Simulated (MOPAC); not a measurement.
# Run report: InN₂H₄Br (charge +1), geometry relaxation (part 1 of 2)

InN₂H₄Br, charge +1, multiplicity 2, computed with PM3, unrestricted (MOPAC 23.2.5).

The starting geometry was optimised with PM3.

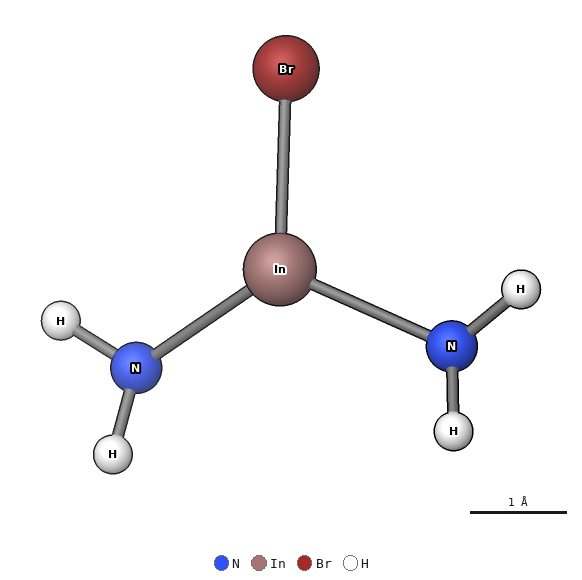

The structure as given in the input (ball-and-stick view, seen at a tilt). Sticks mark near contacts. Bond lengths as drawn: Br–In 2.15 Å, H–N 0.99 Å and In–N 2.04 Å.

## Results in brief

```json
{"quantity": "outcome", "value": "converged"}
{"quantity": "total energy", "value": "−28.924347 hartree"}
{"quantity": "dispersion energy", "value": "0.000000 hartree"}
{"quantity": "heat of formation", "value": "172.41 kcal/mol"}
{"quantity": "basis functions", "value": "20"}
{"quantity": "largest force", "value": "0.001 eV/Å"}
{"quantity": "⟨S²⟩", "value": "1.385"}
{"quantity": "hardware", "value": "1 thread of Arm Neoverse V1, 24 GiB of memory available, shared host"}
{"quantity": "peak memory", "value": "0.094 GiB"}
```

## Notes

The record of the run, not the program, notes: spin contamination. ⟨S²⟩ is 1.39 against 0.75 for a pure state: the solution is spin-contaminated. MOPAC's energies along a path are heats of formation.

## Input (mol.mop)
```
PM3 CYCLES=300 CHARGE=1 DISP DOUBLET GNORM=0.05 UHF THREADS=1 AUX(PRECISION=6)
BrH4InN2, PM3

N     -0.853119 1     1.627116 1    -0.010985 1
In    -0.111630 1    -0.209077 1    -0.499548 1
N      0.760449 1    -1.498148 1     0.818631 1
Br    -1.101711 1    -1.158585 1    -2.150367 1
H     -1.378931 1     2.136316 1    -0.680237 1
H     -0.317922 1     2.224499 1     0.573044 1
H      0.976345 1    -2.422119 1     0.529987 1
H      1.422050 1    -1.148763 1     1.470230 1
```

Launch command:
```bash
mopac mol.mop
```

## What the program printed
```
MOPAC v23.2.5
PM3 CALCULATION RESULTS

 *  PM3        - The PM3 Hamiltonian to be used
 *  DOUBLET    - SPIN STATE DEFINED AS A DOUBLET
 *  UHF        - UNRESTRICTED HARTREE-FOCK CALCULATION
 *
 *
 *
 *                 CHARGE ON SYSTEM = +1
 *
 *
 *
 *  THREADS=1  - MULTI-THREADING NOT USED
 *  CYCLES=    - DO A MAXIMUM OF 300 STEPS
 *  GNORM      - EXIT WHEN GRADIENT NORM DROPS BELOW 0.050
 *  AUX        - OUTPUT AUXILIARY INFORMATION
 *  DISP       - PRINT DISPERSION AND HYDROGEN BOND ENERGIES
PM3 CYCLES=300 CHARGE=1 DISP DOUBLET GNORM=0.05 UHF THREADS=1 AUX(PRECISION=6)
 BrH4InN2, PM3

   ATOM   CHEMICAL          X               Y               Z
  NUMBER   SYMBOL      (ANGSTROMS)     (ANGSTROMS)     (ANGSTROMS)

     1       N         -0.85311900  *   1.62711600  *  -0.01098500  *
     2      In         -0.11163000  *  -0.20907700  *  -0.49954800  *
     3       N          0.76044900  *  -1.49814800  *   0.81863100  *
     4      Br         -1.10171100  *  -1.15858500  *  -2.15036700  *
     5       H         -1.37893100  *   2.13631600  *  -0.68023700  *
     6       H         -0.31792200  *   2.22449900  *   0.57304400  *
     7       H          0.97634500  *  -2.42211900  *   0.52998700  *
     8       H          1.42205000  *  -1.14876300  *   1.47023000  *

          CARTESIAN COORDINATES

    NO.       ATOM           X           Y           Z

     1         N         -0.8531      1.6271     -0.0110
     2        In         -0.1116     -0.2091     -0.4995
     3         N          0.7604     -1.4981      0.8186
     4        Br         -1.1017     -1.1586     -2.1504
     5         H         -1.3789      2.1363     -0.6802
     6         H         -0.3179      2.2245      0.5730
     7         H          0.9763     -2.4221      0.5300
     8         H          1.4221     -1.1488      1.4702

           Empirical Formula: H4 N2 In Br  =     8 atoms

      MOLECULAR POINT GROUP   :   Cs

 DOUBLET STATE CALCULATION

          UHF CALCULATION, NO. OF ALPHA ELECTRONS =   12
                           NO. OF BETA  ELECTRONS =   11

          Geometry optimization using EF

          DIAGONAL MATRIX USED AS START HESSIAN
```

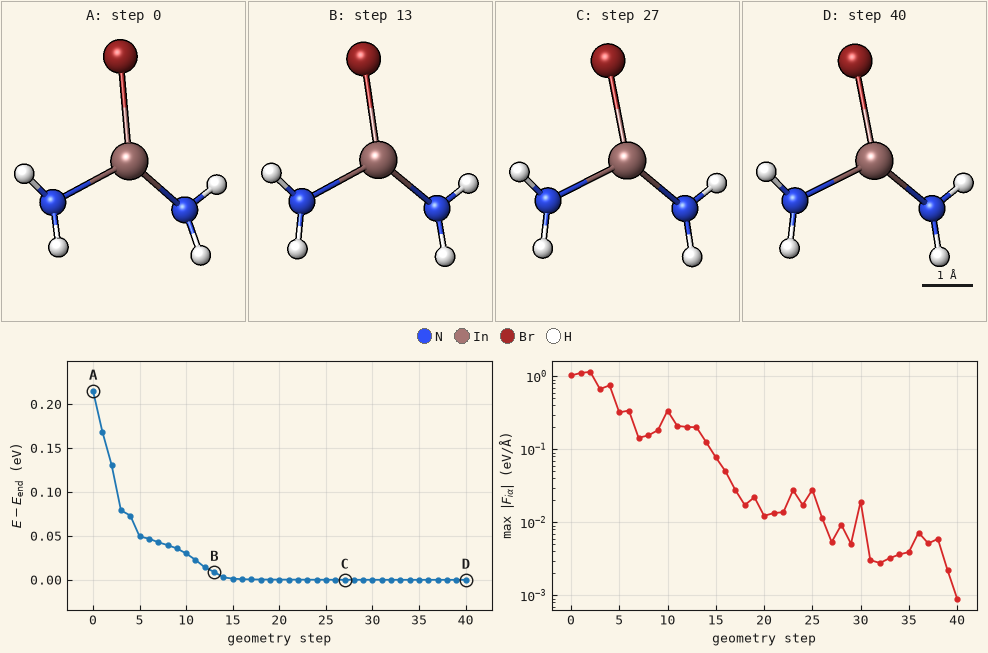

Frames of the relaxation (ball-and-stick view, seen at a tilt) above the curves, on which the letters mark them (steps are counted from 0).

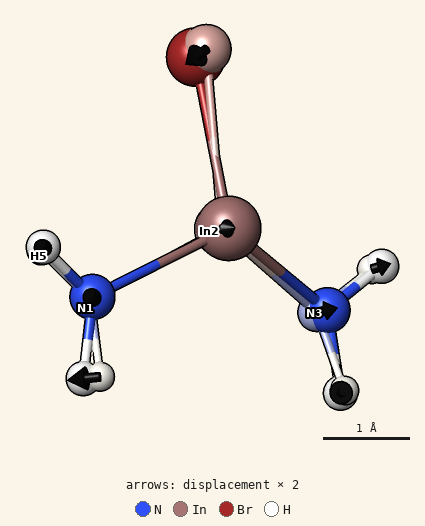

Start (faint) and end (solid) with the displacements as black arrows, magnified 2 times (ball-and-stick view, seen at a tilt). The two geometries are laid on each other by the best rigid fit. The largest moves after the best rigid fit, 0.21 Å, are those of Br4, H6 and H8. Largest moves by element: H 0.21 Å, Br 0.20 Å, N 0.13 Å, In 0.12 Å. Among the contacts that change: In2–N3 2.040 → 2.094 Å, In2–Br4 2.146 → 2.121 Å. Among the angles that change: In2–N1–H6 119.1° → 124.4°, N1–In2–Br4 114.5° → 111.0°, N1–In2–N3 124.7° → 127.3°. After 40 geometry steps the energy has fallen by 0.215 eV. Largest force component: 1 eV/Å at the start, 0.0009 eV/Å at the end. (Atoms are counted from 1 in the order of the input.)

```
 CYCLE:     1 TIME:   0.000 TIME LEFT:  2.00D  GRAD.:    47.797 HEAT:  177.3791
 CYCLE:     2 TIME:   0.000 TIME LEFT:  2.00D  GRAD.:    57.190 HEAT:  176.3089
 CYCLE:     3 TIME:   0.008 TIME LEFT:  2.00D  GRAD.:    52.611 HEAT:  175.4290
 CYCLE:     4 TIME:   0.000 TIME LEFT:  2.00D  GRAD.:    35.996 HEAT:  174.2382
 CYCLE:     5 TIME:   0.008 TIME LEFT:  2.00D  GRAD.:    36.513 HEAT:  174.1032
 CYCLE:     6 TIME:   0.000 TIME LEFT:  2.00D  GRAD.:    18.271 HEAT:  173.5525
 CYCLE:     7 TIME:   0.008 TIME LEFT:  2.00D  GRAD.:    14.642 HEAT:  173.4951
 CYCLE:     8 TIME:   0.000 TIME LEFT:  2.00D  GRAD.:     6.807 HEAT:  173.4017
 CYCLE:     9 TIME:   0.000 TIME LEFT:  2.00D  GRAD.:     7.543 HEAT:  173.3262
 CYCLE:    10 TIME:   0.000 TIME LEFT:  2.00D  GRAD.:     9.575 HEAT:  173.2400
 CYCLE:    11 TIME:   0.008 TIME LEFT:  2.00D  GRAD.:    13.689 HEAT:  173.1059
 CYCLE:    12 TIME:   0.000 TIME LEFT:  2.00D  GRAD.:     9.444 HEAT:  172.9380
 CYCLE:    13 TIME:   0.000 TIME LEFT:  2.00D  GRAD.:     7.712 HEAT:  172.7420
 CYCLE:    14 TIME:   0.008 TIME LEFT:  2.00D  GRAD.:     8.099 HEAT:  172.6221
 CYCLE:    15 TIME:   0.000 TIME LEFT:  2.00D  GRAD.:     6.263 HEAT:  172.4794
 CYCLE:    16 TIME:   0.000 TIME LEFT:  2.00D  GRAD.:     3.521 HEAT:  172.4459
 CYCLE:    17 TIME:   0.000 TIME LEFT:  2.00D  GRAD.:     2.695 HEAT:  172.4309
 CYCLE:    18 TIME:   0.008 TIME LEFT:  2.00D  GRAD.:     1.400 HEAT:  172.4246
 CYCLE:    19 TIME:   0.000 TIME LEFT:  2.00D  GRAD.:     1.165 HEAT:  172.4224
 CYCLE:    20 TIME:   0.000 TIME LEFT:  2.00D  GRAD.:     0.980 HEAT:  172.4210
 CYCLE:    21 TIME:   0.000 TIME LEFT:  2.00D  GRAD.:     0.638 HEAT:  172.4203
 CYCLE:    22 TIME:   0.008 TIME LEFT:  2.00D  GRAD.:     0.594 HEAT:  172.4198
 CYCLE:    23 TIME:   0.000 TIME LEFT:  2.00D  GRAD.:     0.724 HEAT:  172.4192
 CYCLE:    24 TIME:   0.000 TIME LEFT:  2.00D  GRAD.:     1.067 HEAT:  172.4178
 CYCLE:    25 TIME:   0.000 TIME LEFT:  2.00D  GRAD.:     0.707 HEAT:  172.4172
 CYCLE:    26 TIME:   0.008 TIME LEFT:  2.00D  GRAD.:     1.240 HEAT:  172.4166
 CYCLE:    27 TIME:   0.000 TIME LEFT:  2.00D  GRAD.:     0.475 HEAT:  172.4160
 CYCLE:    28 TIME:   0.000 TIME LEFT:  2.00D  GRAD.:     0.264 HEAT:  172.4156
 CYCLE:    29 TIME:   0.000 TIME LEFT:  2.00D  GRAD.:     0.561 HEAT:  172.4156
 CYCLE:    30 TIME:   0.000 TIME LEFT:  2.00D  GRAD.:     0.300 HEAT:  172.4153
 CYCLE:    31 TIME:   0.008 TIME LEFT:  2.00D  GRAD.:     0.946 HEAT:  172.4158
 CYCLE:    32 TIME:   0.000 TIME LEFT:  2.00D  GRAD.:     0.166 HEAT:  172.4152
 CYCLE:    33 TIME:   0.000 TIME LEFT:  2.00D  GRAD.:     0.155 HEAT:  172.4152
 CYCLE:    34 TIME:   0.000 TIME LEFT:  2.00D  GRAD.:     0.170 HEAT:  172.4151
 CYCLE:    35 TIME:   0.008 TIME LEFT:  2.00D  GRAD.:     0.180 HEAT:  172.4150
 CYCLE:    36 TIME:   0.000 TIME LEFT:  2.00D  GRAD.:     0.224 HEAT:  172.4148
 CYCLE:    37 TIME:   0.000 TIME LEFT:  2.00D  GRAD.:     0.314 HEAT:  172.4147
 CYCLE:    38 TIME:   0.000 TIME LEFT:  2.00D  GRAD.:     0.225 HEAT:  172.4146
 CYCLE:    39 TIME:   0.008 TIME LEFT:  2.00D  GRAD.:     0.277 HEAT:  172.4146
 CYCLE:    40 TIME:   0.000 TIME LEFT:  2.00D  GRAD.:     0.098 HEAT:  172.4145
 CYCLE:    41 TIME:   0.000 TIME LEFT:  2.00D  GRAD.:     0.044 HEAT:  172.4145

     GRADIENT =  0.04386 IS LESS THAN CUTOFF =  0.05000

 -------------------------------------------------------------------------------
 PM3 CYCLES=300 CHARGE=1 DISP DOUBLET GNORM=0.05 UHF THREADS=1 AUX(PRECISION=6)
 BrH4InN2, PM3

     GEOMETRY OPTIMISED USING EIGENVECTOR FOLLOWING (EF).
     SCF FIELD WAS ACHIEVED

                              PM3 CALCULATION

          FINAL HEAT OF FORMATION =        172.41447 KCAL/MOL =     721.38213 KJ/MOL

          TOTAL ENERGY            =     -18150.30154 KCAL/MOL = ELECTRONIC ENERGY + CORE-CORE REPULSION
          ENERGY OF ATOMS         =      18322.71601 KCAL/MOL
                              SUM =        172.41447 KCAL/MOL
          DISPERSION ENERGY       =          0.00000 KCAL/MOL
                              SUM =        172.41447 KCAL/MOL = FINAL HEAT OF FORMATION

          TOTAL ENERGY            =       -787.07157 EV
          ELECTRONIC ENERGY       =      -1903.00806 EV
          CORE-CORE REPULSION     =       1115.93649 EV
          COSMO AREA              =        127.58 SQUARE ANGSTROMS
          COSMO VOLUME            =        113.42 CUBIC ANGSTROMS

          GRADIENT NORM           =          0.04386          =       0.01551 PER ATOM
          IONIZATION POTENTIAL    =         14.688187 EV
          ALPHA SOMO LUMO (EV)    =        -17.851 -7.085
          BETA  SOMO LUMO (EV)    =        -14.688 -7.617
          NO. OF ALPHA ELECTRONS  =         12
          NO. OF BETA  ELECTRONS  =         11
          MOLECULAR WEIGHT        =        226.7690         POINT GROUP:  Cs

          MOLECULAR DIMENSIONS (Angstroms)

            Atom       Atom       Distance
            H     7    H     5     5.39999
            H     6   Br     4     3.89325
           In     2    H     8     0.42560

          SCF CALCULATIONS        =         46

          WALL-CLOCK TIME         =      0.094 SECONDS
          COMPUTATION TIME        =      0.094 SECONDS

   ATOM   CHEMICAL          X               Y               Z
  NUMBER   SYMBOL      (ANGSTROMS)     (ANGSTROMS)     (ANGSTROMS)

     1       N         -0.88726553  *   1.67276970  *  -0.07524757  *
     2      In         -0.03643396  *  -0.18194277  *  -0.54445727  *
     3       N          0.79002518  *  -1.57280631  *   0.78479854  *
     4      Br         -1.13197687  *  -1.15474254  *  -2.07763093  *
     5       H         -1.38405009  *   2.18629181  *  -0.76121448  *
     6       H         -0.64765788  *   2.21187290  *   0.71671509  *
     7       H          1.02992532  *  -2.48290620  *   0.47620092  *
     8       H          1.18725119  *  -1.34102565  *   1.65871068  *

                             CARTESIAN COORDINATES

   1    N       -0.887265526     1.672769702    -0.075247574
   2   In       -0.036433956    -0.181942767    -0.544457275
   3    N        0.790025177    -1.572806310     0.784798541
   4   Br       -1.131976869    -1.154742544    -2.077630928
   5    H       -1.384050093     2.186291807    -0.761214485
   6    H       -0.647657879     2.211872898     0.716715089
   7    H        1.029925325    -2.482906201     0.476200921
   8    H        1.187251186    -1.341025651     1.658710677

           Empirical Formula: H4 N2 In Br  =     8 atoms

      MOLECULAR POINT GROUP   :   Cs

          ALPHA EIGENVALUES
 -34.44273 -34.11518 -24.79132 -22.78688 -22.72441 -21.44482 -20.01163 -18.82623
 -18.58093 -17.97060 -17.89699 -17.85058  -7.08535  -6.13928  -6.09763  -5.11074
  -2.76542  -2.75380  -1.67198  -1.60793

           BETA EIGENVALUES
 -33.83681 -33.53509 -24.80764 -22.59665 -22.59307 -21.68705 -19.72926 -18.78171
 -18.27506 -17.76724 -14.68819  -7.61713  -6.97481  -6.31941  -6.09195  -5.30442
  -2.45805  -2.44416  -1.47531  -1.41827

              NET ATOMIC CHARGES AND DIPOLE CONTRIBUTIONS

  ATOM NO.   TYPE          CHARGE      No. of ELECS.   s-Pop       p-Pop
    1          N           0.470065        4.5299     1.29089     3.23905
    2         In          -0.003853        3.0039     1.00265     2.00121
    3          N           0.470150        4.5298     1.29088     3.23897
    4         Br          -0.225608        7.2256     1.57753     5.64808
    5          H           0.082656        0.9173     0.91734
    6          H           0.061979        0.9380     0.93802
    7          H           0.082665        0.9173     0.91733
    8          H           0.061945        0.9381     0.93805
 DIPOLE           X         Y         Z       TOTAL
 POINT-CHG.     3.057     3.976     9.043    10.341
 HYBRID        -0.198     0.084     0.702     0.734
 SUM            2.860     4.060     9.745    10.938

          ATOMIC ORBITAL ELECTRON POPULATIONS

     Atom    s        px        py        pz
    1  N   1.29089   1.04464   1.14704   1.04737
    2 In   1.00265   0.73577   0.66784   0.59761
    3  N   1.29088   1.12840   1.06715   1.04341
    4 Br   1.57753   1.89638   1.91151   1.84019
    5  H   0.91734
    6  H   0.93802
    7  H   0.91733
    8  H   0.93805

                    (SZ)    =    0.500000
                    (S**2)  =    1.385298

          ATOMIC ORBITAL SPIN POPULATIONS

    Atom   Total    s     px     py     pz
         Atomic
    1  N  1.0126  0.040  0.656  0.130  0.187
    2 In -0.9200 -0.246 -0.402 -0.137 -0.136
    3  N  1.0128  0.040  0.604  0.155  0.214
    4 Br  0.0133  0.026 -0.010  0.000 -0.003
    5  H -0.0304 -0.030
    6  H -0.0289 -0.029
    7  H -0.0304 -0.030
    8  H -0.0289 -0.029

 *                    *
 * JOB ENDED NORMALLY *
 *                    *

 TOTAL JOB TIME:             0.10 SECONDS

 == MOPAC DONE ==
```

## Trajectory as extended XYZ (Å, eV, eV/Å), 41 frames, from step=0 to step=40
```
8
Properties=species:S:1:pos:R:3:forces:R:3 step=0 energy=7.69189
N    -0.8531    1.6271   -0.0110    0.3206   1.0029  -0.2987
In   -0.1116   -0.2091   -0.4995   -0.4102  -0.4611  -0.9422
N     0.7604   -1.4981    0.8186    1.0282  -0.3682   0.0687
Br   -1.1017   -1.1586   -2.1504    0.0124   0.0758   0.2606
H    -1.3789    2.1363   -0.6802   -0.2223   0.0564   0.1135
H    -0.3179    2.2245    0.5730   -0.3615   0.0287   0.2878
H     0.9763   -2.4221    0.5300   -0.1137  -0.1551   0.1689
H     1.4221   -1.1488    1.4702   -0.2535  -0.1794   0.3414
8
Properties=species:S:1:pos:R:3:forces:R:3 step=1 energy=7.64548
N    -0.8560    1.6666   -0.0054    1.1129  -0.8191   0.2954
In   -0.1271   -0.2256   -0.5432    0.3217   0.2811   0.7014
N     0.7840   -1.5142    0.8412    0.2527   0.7108  -0.4147
Br   -1.0886   -1.1471   -2.1254   -0.4230  -0.3273  -0.4053
H    -1.3869    2.1370   -0.6561   -0.7455   0.8493  -0.5574
H    -0.3300    2.2242    0.6209   -0.3831   0.1333   0.0998
H     0.9748   -2.4281    0.5506    0.1162  -0.5942   0.1149
H     1.4154   -1.1564    1.5169   -0.2519  -0.2340   0.1658
8
Properties=species:S:1:pos:R:3:forces:R:3 step=2 energy=7.60732
N    -0.8383    1.6700    0.0017   -0.2096   0.2409  -1.1538
In   -0.1326   -0.2260   -0.5367    0.2479   0.3187   0.4475
N     0.8006   -1.5006    0.8247    0.7045  -0.0775   0.1992
Br   -1.0923   -1.1536   -2.1363   -0.3004  -0.2043  -0.2083
H    -1.4026    2.1645   -0.6898    0.6482  -0.2772   1.0746
H    -0.3425    2.2293    0.6518   -0.4517   0.0836  -0.1001
H     0.9747   -2.4501    0.5742   -0.0171   0.2573   0.1982
H     1.4070   -1.1679    1.5580   -0.6218  -0.3416  -0.4572
8
Properties=species:S:1:pos:R:3:forces:R:3 step=3 energy=7.55568
N    -0.8312    1.6657   -0.0291    0.5793   0.5800   0.3488
In   -0.1303   -0.2204   -0.5089   -0.0611  -0.1084  -0.2829
N     0.8160   -1.4964    0.8170    0.2649  -0.5634  -0.2442
Br   -1.1019   -1.1593   -2.1574   -0.0321   0.0183   0.1841
H    -1.4027    2.1719   -0.6603    0.0249   0.0911   0.1691
H    -0.3539    2.2324    0.6566   -0.6709  -0.3535  -0.5235
H     0.9753   -2.4556    0.5846   -0.0678   0.3152   0.0979
H     1.3956   -1.1814    1.5479   -0.0372   0.0207   0.2507
8
Properties=species:S:1:pos:R:3:forces:R:3 step=4 energy=7.54983
N    -0.8227    1.6784   -0.0258   -0.0953  -0.5536  -0.6450
In   -0.1342   -0.2171   -0.5046   -0.0427  -0.1607  -0.2888
N     0.8250   -1.5057    0.8095    0.1807   0.4075   0.1412
Br   -1.1017   -1.1648   -2.1623   -0.0024   0.0624   0.2380
H    -1.4035    2.1777   -0.6440   -0.1918   0.1913  -0.1179
H    -0.3718    2.2245    0.6328    0.2336   0.6049   0.7533
H     0.9744   -2.4486    0.5953    0.0662  -0.5097  -0.1374
H     1.3886   -1.1854    1.5587   -0.1484  -0.0423   0.0566
8
Properties=species:S:1:pos:R:3:forces:R:3 step=5 energy=7.52595
N    -0.8179    1.6773   -0.0367    0.1783   0.1270   0.0883
In   -0.1400   -0.2214   -0.5119    0.1583  -0.1013  -0.0559
N     0.8345   -1.5054    0.8078    0.2320   0.2572   0.3119
Br   -1.0982   -1.1599   -2.1547   -0.0715  -0.0159   0.1114
H    -1.4098    2.1890   -0.6396   -0.0379   0.0733  -0.0493
H    -0.3812    2.2321    0.6597   -0.2009  -0.0369  -0.0398
H     0.9745   -2.4585    0.5990    0.0625  -0.1534  -0.0694
H     1.3829   -1.1899    1.5811   -0.3208  -0.1501  -0.2973
8
Properties=species:S:1:pos:R:3:forces:R:3 step=6 energy=7.52346
N    -0.8162    1.6785   -0.0351    0.0400   0.0946  -0.1266
In   -0.1406   -0.2240   -0.5143    0.1762  -0.0405   0.0190
N     0.8380   -1.5014    0.8145   -0.1076  -0.2821  -0.3408
Br   -1.0986   -1.1584   -2.1547   -0.0749  -0.0228   0.1098
H    -1.4114    2.1913   -0.6403    0.0599  -0.0139   0.0532
H    -0.3852    2.2324    0.6613   -0.1463   0.0142   0.0462
H     0.9752   -2.4625    0.5972    0.0163   0.1923   0.0270
H     1.3778   -1.1931    1.5757    0.0365   0.0583   0.2121
8
Properties=species:S:1:pos:R:3:forces:R:3 step=7 energy=7.51941
N    -0.8151    1.6825   -0.0391    0.0771   0.0149  -0.0366
In   -0.1407   -0.2248   -0.5124    0.1444   0.0253  -0.0152
N     0.8394   -1.5030    0.8086   -0.0170  -0.0776  -0.0712
Br   -1.0982   -1.1587   -2.1539   -0.0721  -0.0183   0.1066
H    -1.4127    2.1941   -0.6397    0.0278   0.0193  -0.0052
H    -0.3923    2.2326    0.6658   -0.1354   0.0072   0.0144
H     0.9758   -2.4612    0.5979    0.0436   0.0249  -0.0325
H     1.3735   -1.1949    1.5805   -0.0684   0.0044   0.0398
8
Properties=species:S:1:pos:R:3:forces:R:3 step=8 energy=7.51613
N    -0.8132    1.6848   -0.0439    0.0531   0.0276   0.0223
In   -0.1401   -0.2242   -0.5122    0.1551   0.0324  -0.0068
N     0.8409   -1.5067    0.8046   -0.0129   0.1064   0.0436
Br   -1.0980   -1.1590   -2.1513   -0.0733  -0.0201   0.0910
H    -1.4141    2.1981   -0.6395    0.0323   0.0051  -0.0391
H    -0.4049    2.2329    0.6717   -0.1153  -0.0153  -0.0019
H     0.9775   -2.4614    0.5932    0.0729  -0.0911  -0.0594
H     1.3651   -1.1978    1.5861   -0.1119  -0.0449  -0.0498
8
Properties=species:S:1:pos:R:3:forces:R:3 step=9 energy=7.51240
N    -0.8124    1.6888   -0.0491    0.0546  -0.0813   0.0784
In   -0.1370   -0.2240   -0.5112    0.1008   0.0992  -0.0482
N     0.8395   -1.5084    0.7980    0.0760   0.0254   0.1831
Br   -1.0984   -1.1596   -2.1477   -0.0652  -0.0117   0.0831
H    -1.4144    2.2008   -0.6410   -0.0179   0.0381  -0.1209
H    -0.4229    2.2322    0.6785   -0.0522   0.0092   0.0236
H     0.9813   -2.4642    0.5836    0.0570   0.0126  -0.0355
H     1.3523   -1.2026    1.5920   -0.1533  -0.0915  -0.1637
```
